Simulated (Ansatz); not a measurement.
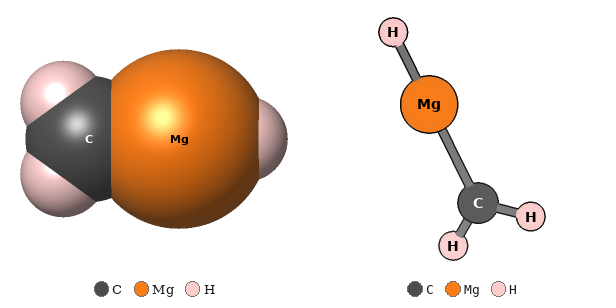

Both panels show the same species.

The species has charge +1 and is a spin singlet. The geometry was computed by an optimisation with PBE0-D4/def2-TZVP. No frequency run is at hand to confirm it as a minimum.

Description:

It has 5 atoms: 1 carbon, 3 hydrogen and 1 magnesium (CH3Mg(+)). All atoms lie on one plane. Coordination: 1 C trigonal planar; 1 Mg linear.
